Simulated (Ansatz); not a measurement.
# Nickel, diamond under LDA: structure, energy and stiffness, part 2 of 2

The plan for nickel in the diamond structure: relax it, solve it on a dense k-mesh, switch on spin-orbit coupling, then scale the cell to 7 volumes from 88 to 112 % of the relaxed one and try a fit of the equation of state. The start is antiferromagnetic. The k-meshes are 11×11×11 for the relaxation; 18×18×18 for the dense run; 11×11×11 for spin-orbit coupling; 12×12×12 for the volumes.

Ansatz 0.2.0; DFT, LDA (PW92), plane waves (420 eV) with PAW, scalar-relativistic. Earlier steps stand in the parts before.

## Step 5: The cell scaled to 88 % of its volume

This is Ni in the diamond structure; at room conditions it is fcc.

Input file input.yaml:

```yaml
crystal:
  lattice:
    - [0.0, 2.366860996, 2.366860996]
    - [2.366860996, 0.0, 2.366860996]
    - [2.366860996, 2.366860996, 0.0]
  atoms:
    - { symbol: Ni, position: [0.125, 0.125, 0.125], spin: 0.797 }
    - { symbol: Ni, position: [0.875, 0.875, 0.875], spin: 0.797 }
hamiltonian:
  xc: lda
  pseudopotentials:
    kind: paw
    azcp:
      Ni: "pseudopotentials/Ni.paw.azcp"
basis:
  ecutwfc: 420
  fft_grid_basis: typed
kpoints:
  mp_grid: { grid: [12, 12, 12], shift: [0, 0, 0] }
magnetization:
  spin_polarized: true
scf:
  occupations: { method: fermi_dirac, width: 0.05 }
  lower_state_search: "off"
output:
  stress: true
```

Output, shortened:

```text
Warning: <dir> the record states the generating functional pbe (its physics header spells it `PBE`), which answers neither for hamiltonian.xc's functional nor for the lda family's — results may be inconsistent (PPs are generated against a specific XC)
Warning: RAYON_NUM_THREADS=2 ignored (pool sized by the plan → 2); use --threads N
[...]
Pseudopotentials: kind: paw
Pseudopotential: Ni, paw, valence charge 18, recommended cutoff 420 eV (normal), <dir>
Functional definition: SPW92
[...]
Crystal: 2 atoms, lattice volume = 26.518 Å³
Basis set: ecut = 420 eV, 531 PW (Γ)
Bands: 23, of which v1, the nominal top of the filled ones, is band 18 counted from 1 (17 counted from 0)
Symmetry: 48 space group operations
Space group: Fd-3m (ITA 227), of the structure as read, at distance tolerance 3.0e-5 Å
Magnetic group: BNS 227.128 (UNI 1630), of the structure as read, at distance tolerance 3.0e-5 Å
k-points: 72 of 1728
[...]
Starting moments: Σ|m| = 1.594 μB on 2 of 2 sites
[...]
spin-set hold released at iteration 6 (site moments contracting): the magnetisation degrees of freedom join the quasi-Newton model from the next iteration; the mixer history was flushed
[...]
SCF iter  13: F=-11543.794092 eV  HF=-11543.794092 eV  |F-HF|=1.81e-8  |Δ(HF+E_count)|=   4.10e-8  Δρ=7.50e-6 (↑4.14e-6 ↓7.50e-6)  dr2=2.70e-8  dr2_m=8.52e-10  M=1.506 μB ∫|m|=1.620 μB  ethr=2.78e-10  ⟨swp⟩=4.0  Hψ=10640  notcnv=0
[...]
SCF converged after 13 iterations
Magnetization: 1.5065 μB (18.7532 up, 17.2468 down)
Absolute magnetization: 1.6210 μB (∫|ρ↑−ρ↓|, with the PAW one-centre terms)
Spin contamination: 0.0107 ħ² per cell (⟨S²⟩ above its minimum at these occupations)
Per-site moments (μB) at R_I (Å): [(0.7687187954500101, 0.8455267217770472), (0.7687187954500104, 0.8455267217770472)]
Free energy (F): -11543.794092 eV
[...]
E sigma→0 (E₀):  -11543.783531 eV
Entropy (-TS):   -0.021122 eV (-10.561 meV/atom)
Fermi energy:    13.861567 eV
[...]
--- Stress (GPa, compression-positive) ---
       20.949206      -0.000000       0.000000
        0.000000      20.949206       0.000000
        0.000000      -0.000000      20.949206
  P = ⅓ Tr σ = 20.9492 GPa (209.492 kbar)
```

It took 3.2 s on 2 threads of Arm Neoverse V1, shared host; peak memory 0.31 GiB.

## Step 6: The cell scaled to 92 % of its volume

input.yaml, as its differences from that of step 5:

```diff
@@ -2,5 +2,5 @@
   lattice:
-    - [0.0, 2.366860996, 2.366860996]
-    - [2.366860996, 0.0, 2.366860996]
-    - [2.366860996, 2.366860996, 0.0]
+    - [0.0, 2.4021924884, 2.4021924884]
+    - [2.4021924884, 0.0, 2.4021924884]
+    - [2.4021924884, 2.4021924884, 0.0]
   atoms:
```

Output, shortened:

```text
Warning: <dir> the record states the generating functional pbe (its physics header spells it `PBE`), which answers neither for hamiltonian.xc's functional nor for the lda family's — results may be inconsistent (PPs are generated against a specific XC)
Warning: RAYON_NUM_THREADS=2 ignored (pool sized by the plan → 2); use --threads N
[...]
[... 3 set-up lines as earlier in the session ...]
[...]
Crystal: 2 atoms, lattice volume = 27.724 Å³
Basis set: ecut = 420 eV, 537 PW (Γ)
Bands: 23, of which v1, the nominal top of the filled ones, is band 18 counted from 1 (17 counted from 0)
[... 2 set-up lines as earlier in the session ...]
Magnetic group: BNS 227.128 (UNI 1630), of the structure as read, at distance tolerance 3.0e-5 Å
k-points: 72 of 1728
[...]
Starting moments: Σ|m| = 1.594 μB on 2 of 2 sites
[...]
spin-set hold released at iteration 6 (site moments contracting): the magnetisation degrees of freedom join the quasi-Newton model from the next iteration; the mixer history was flushed
[...]
SCF iter  13: F=-11543.917908 eV  HF=-11543.917908 eV  |F-HF|=1.72e-8  |Δ(HF+E_count)|=   4.33e-8  Δρ=7.51e-6 (↑3.68e-6 ↓7.51e-6)  dr2=2.67e-8  dr2_m=1.15e-9  M=1.512 μB ∫|m|=1.634 μB  ethr=2.78e-10  ⟨swp⟩=3.9  Hψ=10646  notcnv=0
[...]
SCF converged after 13 iterations
Magnetization: 1.5118 μB (18.7559 up, 17.2441 down)
Absolute magnetization: 1.6350 μB (∫|ρ↑−ρ↓|, with the PAW one-centre terms)
Spin contamination: 0.0116 ħ² per cell (⟨S²⟩ above its minimum at these occupations)
Per-site moments (μB) at R_I (Å): [(0.7746624928966702, 0.858148384390504), (0.7746624928966697, 0.858148384390504)]
Free energy (F): -11543.917908 eV
[...]
E sigma→0 (E₀):  -11543.906457 eV
Entropy (-TS):   -0.022902 eV (-11.451 meV/atom)
Fermi energy:    13.018643 eV
[...]
--- Stress (GPa, compression-positive) ---
       12.307504      -0.000000       0.000000
       -0.000000      12.307504       0.000000
       -0.000000       0.000000      12.307504
  P = ⅓ Tr σ = 12.3075 GPa (123.075 kbar)
```

Wall time 3.3 s (2 threads of Arm Neoverse V1, shared host); peak memory 0.31 GiB.

## Step 7: The cell scaled to 96 % of its volume

input.yaml, as its differences from that of step 6:

```diff
@@ -2,5 +2,5 @@
   lattice:
-    - [0.0, 2.4021924884, 2.4021924884]
-    - [2.4021924884, 0.0, 2.4021924884]
-    - [2.4021924884, 2.4021924884, 0.0]
+    - [0.0, 2.436514161, 2.436514161]
+    - [2.436514161, 0.0, 2.436514161]
+    - [2.436514161, 2.436514161, 0.0]
   atoms:
```

Output, shortened:

```text
Warning: <dir> the record states the generating functional pbe (its physics header spells it `PBE`), which answers neither for hamiltonian.xc's functional nor for the lda family's — results may be inconsistent (PPs are generated against a specific XC)
Warning: RAYON_NUM_THREADS=2 ignored (pool sized by the plan → 2); use --threads N
[...]
[... 3 set-up lines as earlier in the session ...]
[...]
Crystal: 2 atoms, lattice volume = 28.929 Å³
Basis set: ecut = 420 eV, 537 PW (Γ)
Bands: 23, of which v1, the nominal top of the filled ones, is band 18 counted from 1 (17 counted from 0)
[... 2 set-up lines as earlier in the session ...]
Magnetic group: BNS 227.128 (UNI 1630), of the structure as read, at distance tolerance 3.1e-5 Å
k-points: 72 of 1728
[...]
Starting moments: Σ|m| = 1.594 μB on 2 of 2 sites
[...]
spin-set hold released at iteration 6 (site moments contracting): the magnetisation degrees of freedom join the quasi-Newton model from the next iteration; the mixer history was flushed
[...]
SCF iter  13: F=-11543.983750 eV  HF=-11543.983750 eV  |F-HF|=1.63e-8  |Δ(HF+E_count)|=   2.25e-8  Δρ=7.31e-6 (↑3.38e-6 ↓7.31e-6)  dr2=2.49e-8  dr2_m=1.24e-9  M=1.520 μB ∫|m|=1.650 μB  ethr=2.78e-10  ⟨swp⟩=3.9  Hψ=10785  notcnv=0
[...]
SCF converged after 13 iterations
Magnetization: 1.5197 μB (18.7598 up, 17.2402 down)
Absolute magnetization: 1.6510 μB (∫|ρ↑−ρ↓|, with the PAW one-centre terms)
Spin contamination: 0.0126 ħ² per cell (⟨S²⟩ above its minimum at these occupations)
Per-site moments (μB) at R_I (Å): [(0.7814554084232533, 0.8704093035439422), (0.7814554084232538, 0.8704093035439422)]
Free energy (F): -11543.983750 eV
[...]
E sigma→0 (E₀):  -11543.971427 eV
Entropy (-TS):   -0.024645 eV (-12.323 meV/atom)
Fermi energy:    12.247760 eV
[...]
--- Stress (GPa, compression-positive) ---
        5.460483      -0.000000      -0.000000
        0.000000       5.460483      -0.000000
       -0.000000       0.000000       5.460483
  P = ⅓ Tr σ = 5.4605 GPa (54.605 kbar)
```

Run time: 3.5 s. Hardware: 2 threads of Arm Neoverse V1, shared host; peak memory 0.31 GiB.

## Step 8: The cell scaled to 100 % of its volume

input.yaml, as its differences from that of step 7:

```diff
@@ -2,5 +2,5 @@
   lattice:
-    - [0.0, 2.436514161, 2.436514161]
-    - [2.436514161, 0.0, 2.436514161]
-    - [2.436514161, 2.436514161, 0.0]
+    - [0.0, 2.4698952154, 2.4698952154]
+    - [2.4698952154, 0.0, 2.4698952154]
+    - [2.4698952154, 2.4698952154, 0.0]
   atoms:
```

Output, shortened:

```text
Warning: <dir> the record states the generating functional pbe (its physics header spells it `PBE`), which answers neither for hamiltonian.xc's functional nor for the lda family's — results may be inconsistent (PPs are generated against a specific XC)
Warning: RAYON_NUM_THREADS=2 ignored (pool sized by the plan → 2); use --threads N
[...]
[... 3 set-up lines as earlier in the session ...]
[...]
Crystal: 2 atoms, lattice volume = 30.135 Å³
Basis set: ecut = 420 eV, 609 PW (Γ)
Bands: 23, of which v1, the nominal top of the filled ones, is band 18 counted from 1 (17 counted from 0)
[... 2 set-up lines as earlier in the session ...]
Magnetic group: BNS 227.128 (UNI 1630), of the structure as read, at distance tolerance 3.1e-5 Å
k-points: 72 of 1728
[...]
Starting moments: Σ|m| = 1.594 μB on 2 of 2 sites
[...]
spin-set hold released at iteration 6 (site moments contracting): the magnetisation degrees of freedom join the quasi-Newton model from the next iteration; the mixer history was flushed
[...]
SCF iter  13: F=-11544.003582 eV  HF=-11544.003582 eV  |F-HF|=1.30e-9  |Δ(HF+E_count)|=   8.71e-9  Δρ=2.51e-6 (↑2.23e-6 ↓2.51e-6)  dr2=9.13e-9  dr2_m=4.66e-11  M=1.529 μB ∫|m|=1.666 μB  ethr=8.14e-11  ⟨swp⟩=2.2  Hψ=11311  notcnv=0
[...]
SCF converged after 13 iterations
Magnetization: 1.5292 μB (18.7646 up, 17.2354 down)
Absolute magnetization: 1.6677 μB (∫|ρ↑−ρ↓|, with the PAW one-centre terms)
Spin contamination: 0.0136 ħ² per cell (⟨S²⟩ above its minimum at these occupations)
Per-site moments (μB) at R_I (Å): [(0.7887230138737791, 0.8823342005040906), (0.7887230138737796, 0.8823342005040906)]
Free energy (F): -11544.003582 eV
[...]
E sigma→0 (E₀):  -11543.990436 eV
Entropy (-TS):   -0.026292 eV (-13.146 meV/atom)
Fermi energy:    11.540279 eV
[...]
--- Stress (GPa, compression-positive) ---
        0.026958       0.000000       0.000000
        0.000000       0.026958      -0.000000
        0.000000       0.000000       0.026958
  P = ⅓ Tr σ = 0.0270 GPa (0.270 kbar)
```

It took 3.8 s on 2 threads of Arm Neoverse V1, shared host; peak memory 0.32 GiB.

## Step 9: The cell scaled to 104 % of its volume

input.yaml, as its differences from that of step 8:

```diff
@@ -2,5 +2,5 @@
   lattice:
-    - [0.0, 2.4698952154, 2.4698952154]
-    - [2.4698952154, 0.0, 2.4698952154]
-    - [2.4698952154, 2.4698952154, 0.0]
+    - [0.0, 2.5023975639, 2.5023975639]
+    - [2.5023975639, 0.0, 2.5023975639]
+    - [2.5023975639, 2.5023975639, 0.0]
   atoms:
```

Output, shortened:

```text
Warning: <dir> the record states the generating functional pbe (its physics header spells it `PBE`), which answers neither for hamiltonian.xc's functional nor for the lda family's — results may be inconsistent (PPs are generated against a specific XC)
Warning: RAYON_NUM_THREADS=2 ignored (pool sized by the plan → 2); use --threads N
[...]
[... 3 set-up lines as earlier in the session ...]
[...]
Crystal: 2 atoms, lattice volume = 31.340 Å³
Basis set: ecut = 420 eV, 609 PW (Γ)
Bands: 23, of which v1, the nominal top of the filled ones, is band 18 counted from 1 (17 counted from 0)
[... 1 set-up line as earlier in the session ...]
Space group: Fd-3m (ITA 227), of the structure as read, at distance tolerance 3.2e-5 Å
Magnetic group: BNS 227.128 (UNI 1630), of the structure as read, at distance tolerance 3.2e-5 Å
k-points: 72 of 1728
[...]
Starting moments: Σ|m| = 1.594 μB on 2 of 2 sites
[...]
spin-set hold released at iteration 6 (site moments contracting): the magnetisation degrees of freedom join the quasi-Newton model from the next iteration; the mixer history was flushed
[...]
SCF iter  13: F=-11543.986904 eV  HF=-11543.986904 eV  |F-HF|=9.55e-9  |Δ(HF+E_count)|=   2.08e-8  Δρ=4.80e-6 (↑3.08e-6 ↓4.80e-6)  dr2=1.99e-8  dr2_m=3.49e-10  M=1.539 μB ∫|m|=1.683 μB  ethr=2.78e-10  ⟨swp⟩=3.4  Hψ=9509  notcnv=0
[...]
SCF converged after 13 iterations
Magnetization: 1.5393 μB (18.7697 up, 17.2303 down)
Absolute magnetization: 1.6841 μB (∫|ρ↑−ρ↓|, with the PAW one-centre terms)
Spin contamination: 0.0147 ħ² per cell (⟨S²⟩ above its minimum at these occupations)
Per-site moments (μB) at R_I (Å): [(0.795948098389506, 0.8939451925410982), (0.7959480983895059, 0.8939451925410982)]
Free energy (F): -11543.986904 eV
[...]
E sigma→0 (E₀):  -11543.972976 eV
Entropy (-TS):   -0.027855 eV (-13.928 meV/atom)
Fermi energy:    10.888737 eV
[...]
--- Stress (GPa, compression-positive) ---
       -4.290113      -0.000000       0.000000
        0.000000      -4.290113       0.000000
        0.000000      -0.000000      -4.290113
  P = ⅓ Tr σ = -4.2901 GPa (-42.901 kbar)
```

Run time: 3.5 s. Hardware: 2 threads of Arm Neoverse V1, shared host; peak memory 0.32 GiB.

## Step 10: The cell scaled to 108 % of its volume

input.yaml, as its differences from that of step 9:

```diff
@@ -2,5 +2,5 @@
   lattice:
-    - [0.0, 2.5023975639, 2.5023975639]
-    - [2.5023975639, 0.0, 2.5023975639]
-    - [2.5023975639, 2.5023975639, 0.0]
+    - [0.0, 2.5340768455, 2.5340768455]
+    - [2.5340768455, 0.0, 2.5340768455]
+    - [2.5340768455, 2.5340768455, 0.0]
   atoms:
```

Output, shortened:

```text
Warning: <dir> the record states the generating functional pbe (its physics header spells it `PBE`), which answers neither for hamiltonian.xc's functional nor for the lda family's — results may be inconsistent (PPs are generated against a specific XC)
Warning: RAYON_NUM_THREADS=2 ignored (pool sized by the plan → 2); use --threads N
[...]
[... 3 set-up lines as earlier in the session ...]
[...]
Crystal: 2 atoms, lattice volume = 32.545 Å³
Basis set: ecut = 420 eV, 609 PW (Γ)
Bands: 23, of which v1, the nominal top of the filled ones, is band 18 counted from 1 (17 counted from 0)
[... 2 set-up lines as earlier in the session ...]
Magnetic group: BNS 227.128 (UNI 1630), of the structure as read, at distance tolerance 3.2e-5 Å
k-points: 72 of 1728
[...]
Starting moments: Σ|m| = 1.594 μB on 2 of 2 sites
[...]
spin-set hold released at iteration 6 (site moments contracting): the magnetisation degrees of freedom join the quasi-Newton model from the next iteration; the mixer history was flushed
[...]
SCF iter  13: F=-11543.941231 eV  HF=-11543.941231 eV  |F-HF|=1.65e-8  |Δ(HF+E_count)|=   2.68e-8  Δρ=5.96e-6 (↑4.07e-6 ↓5.96e-6)  dr2=3.26e-8  dr2_m=4.22e-10  M=1.549 μB ∫|m|=1.698 μB  ethr=2.78e-10  ⟨swp⟩=3.8  Hψ=9989  notcnv=0
[...]
SCF converged after 13 iterations
Magnetization: 1.5492 μB (18.7746 up, 17.2254 down)
Absolute magnetization: 1.6996 μB (∫|ρ↑−ρ↓|, with the PAW one-centre terms)
Spin contamination: 0.0157 ħ² per cell (⟨S²⟩ above its minimum at these occupations)
Per-site moments (μB) at R_I (Å): [(0.8028384807757555, 0.9052621558797852), (0.8028384807757557, 0.9052621558797852)]
Free energy (F): -11543.941231 eV
[...]
E sigma→0 (E₀):  -11543.926539 eV
Entropy (-TS):   -0.029383 eV (-14.692 meV/atom)
Fermi energy:    10.286958 eV
[...]
--- Stress (GPa, compression-positive) ---
       -7.715892      -0.000000      -0.000000
       -0.000000      -7.715892       0.000000
        0.000000       0.000000      -7.715892
  P = ⅓ Tr σ = -7.7159 GPa (-77.159 kbar)
```

Wall time 3.5 s (2 threads of Arm Neoverse V1, shared host); peak memory 0.32 GiB.

## Step 11: The cell scaled to 112 % of its volume

input.yaml, as its differences from that of step 10:

```diff
@@ -2,5 +2,5 @@
   lattice:
-    - [0.0, 2.5340768455, 2.5340768455]
-    - [2.5340768455, 0.0, 2.5340768455]
-    - [2.5340768455, 2.5340768455, 0.0]
+    - [0.0, 2.5649832676, 2.5649832676]
+    - [2.5649832676, 0.0, 2.5649832676]
+    - [2.5649832676, 2.5649832676, 0.0]
   atoms:
```

Output, shortened:

```text
Warning: <dir> the record states the generating functional pbe (its physics header spells it `PBE`), which answers neither for hamiltonian.xc's functional nor for the lda family's — results may be inconsistent (PPs are generated against a specific XC)
Warning: RAYON_NUM_THREADS=2 ignored (pool sized by the plan → 2); use --threads N
[...]
[... 3 set-up lines as earlier in the session ...]
[...]
Crystal: 2 atoms, lattice volume = 33.751 Å³
Basis set: ecut = 420 eV, 645 PW (Γ)
Bands: 23, of which v1, the nominal top of the filled ones, is band 18 counted from 1 (17 counted from 0)
[... 2 set-up lines as earlier in the session ...]
Magnetic group: BNS 227.128 (UNI 1630), of the structure as read, at distance tolerance 3.2e-5 Å
k-points: 72 of 1728
[...]
Starting moments: Σ|m| = 1.594 μB on 2 of 2 sites
[...]
spin-set hold released at iteration 6 (site moments contracting): the magnetisation degrees of freedom join the quasi-Newton model from the next iteration; the mixer history was flushed
[...]
SCF iter  13: F=-11543.872570 eV  HF=-11543.872570 eV  |F-HF|=2.11e-8  |Δ(HF+E_count)|=   2.59e-8  Δρ=6.51e-6 (↑4.68e-6 ↓6.51e-6)  dr2=4.44e-8  dr2_m=4.22e-10  M=1.559 μB ∫|m|=1.715 μB  ethr=2.78e-10  ⟨swp⟩=2.9  Hψ=12048  notcnv=0
[...]
SCF converged after 13 iterations
Magnetization: 1.5588 μB (18.7794 up, 17.2206 down)
Absolute magnetization: 1.7160 μB (∫|ρ↑−ρ↓|, with the PAW one-centre terms)
Spin contamination: 0.0167 ħ² per cell (⟨S²⟩ above its minimum at these occupations)
Per-site moments (μB) at R_I (Å): [(0.8093833223747096, 0.9163030263847427), (0.8093833223747098, 0.9163030263847427)]
Free energy (F): -11543.872570 eV
[...]
E sigma→0 (E₀):  -11543.857110 eV
Entropy (-TS):   -0.030920 eV (-15.460 meV/atom)
Fermi energy:    9.729561 eV
[...]
--- Stress (GPa, compression-positive) ---
      -10.425340       0.000000       0.000000
        0.000000     -10.425340       0.000000
        0.000000       0.000000     -10.425340
  P = ⅓ Tr σ = -10.4253 GPa (-104.253 kbar)
```

Wall time 3.9 s (2 threads of Arm Neoverse V1, shared host); peak memory 0.33 GiB.

## Step 12: Energy and pressure against volume

All volumes keep the relaxed shape and fractional coordinates.

```
V (Å³/atom)  E − E₀ (meV/atom)  P from the stress (GPa)  P from the fit (GPa)  largest moment (μB)
     13.259              103.5                    20.95                 20.84                 0.77
     13.862               42.0                    12.31                 12.19                 0.77
     14.465                9.5                     5.46                  5.34                 0.78
     15.067                0.0                     0.03                 -0.08                 0.79
     15.670                8.7                    -4.29                 -4.39                 0.80
     16.273               31.9                    -7.72                 -7.82                 0.80
     16.875               66.7                   -10.43                -10.54                 0.81
```

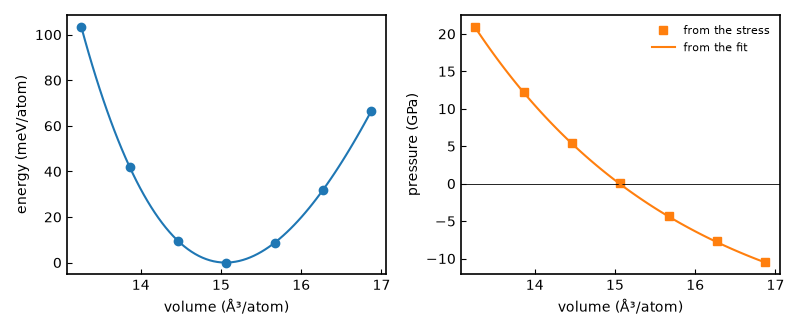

Energy and pressure against volume; the lines are the Birch-Murnaghan fit.

A third-order Birch-Murnaghan fit gives V₀ = 15.057 Å³/atom, B₀ = 121 GPa and B₀′ = 4.7; it misses no point by more than 0.01 meV/atom.

The fit is made to E(σ → 0), while the stress belongs to the free energy F; that is one source of the offset between the two pressures.

## Step 13: Summary of results

This closing draws on all 2 parts.

| quantity | value |
| --- | --- |
| space group (spins left aside) | Fd-3m (No. 227) |
| conventional cell | a = 4.940 Å |
| volume | 15.067 Å³/atom |
| shortest distance | 2.139 Å |
| gap on the mesh | none (levels filled in part) |
| magnetic state | ferromagnetic, up to 0.80 μB per atom |
| relative to fcc, ferromagnetic | +1383 meV/atom |
| magnetic state with spin-orbit coupling | ferromagnetic, up to 0.82 μB per atom |
| V₀, B₀, B₀′ | 15.057 Å³/atom, 121 GPa, 4.7 |

From the guessed start the volume grew by 2.0 % in 4 steps. Against the reference form of nickel (fcc, ferromagnetic, computed apart with the same settings) it stands 1383 meV/atom higher, so it is far from stable. It ends ferromagnetic, with up to 0.80 μB per atom. That is not the order it started in. Levels at the Fermi energy are filled in part, as in a metal. In the spin-orbit run the largest spin moment goes from 0.80 to 0.82 μB; mesh and site projection of the two kinds of run can differ, so the change can't be laid on spin-orbit coupling. The total energy of the spin-orbit run lies -0.30 eV/atom from the scalar one, but the two kinds of run don't share a zero of energy: only differences within one kind count. The fitted modulus is 121 GPa. Relaxation kept the symmetry; phonons were not checked.
